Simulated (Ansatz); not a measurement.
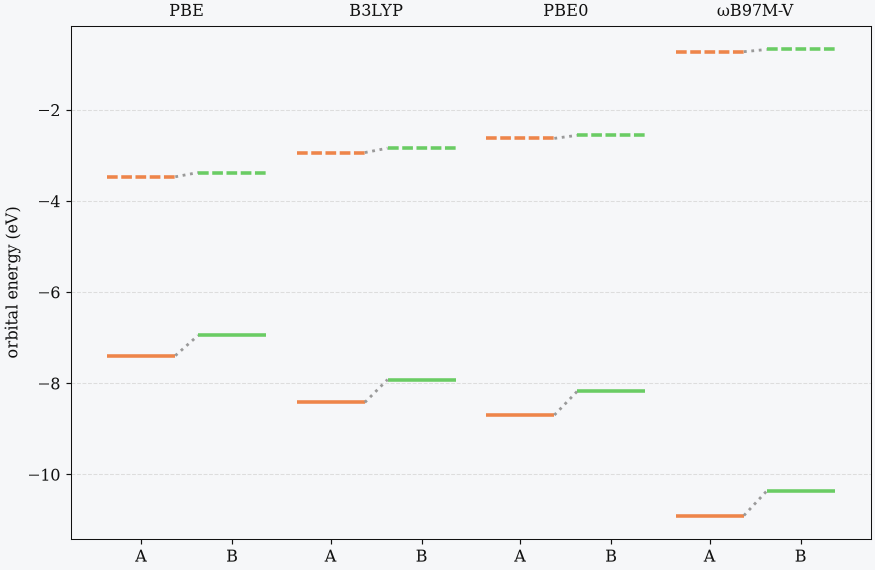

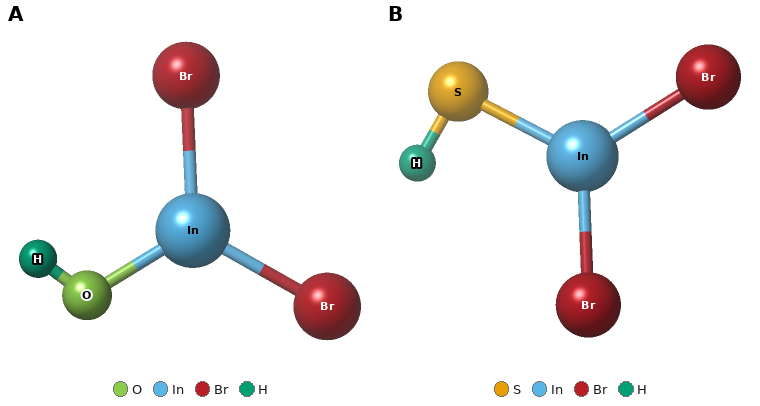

One change: A, InHOBr₂ (SMILES [OH][In]([Br])[Br]), becomes B, InHSBr₂ (SMILES [SH][In]([Br])[Br]). OH on In is replaced by SH. HOMO (solid) and LUMO (dashed) computed in def2-TZVPP at PBE0-D4/def2-TZVP geometries, both minima by their frequencies, gas phase, the Ansatz code.

> What does the change do to HOMO and LUMO?

PBE: the HOMO rises by 0.44 eV, the LUMO rises by 0.09 eV, and the separation goes from 3.92 to 3.57 eV. B3LYP: the HOMO rises by 0.50 eV, the LUMO rises by 0.10 eV, and the separation goes from 5.48 to 5.08 eV. PBE0: the HOMO rises by 0.52 eV, the LUMO rises by 0.07 eV, and the separation goes from 6.07 to 5.62 eV. ωB97M-V: the HOMO rises by 0.54 eV, the LUMO rises by 0.05 eV, and the separation goes from 10.18 to 9.69 eV.

> Do the functionals agree on the effect?

They agree on the direction for both levels; the HOMO shift lies between 0.44 and 0.54 eV and the LUMO shift between 0.05 and 0.10 eV, while the separations themselves differ by up to 6.3 eV between functionals.

Note: core potentials past krypton; spin-orbit coupling is left out, and with In it can shift these values.
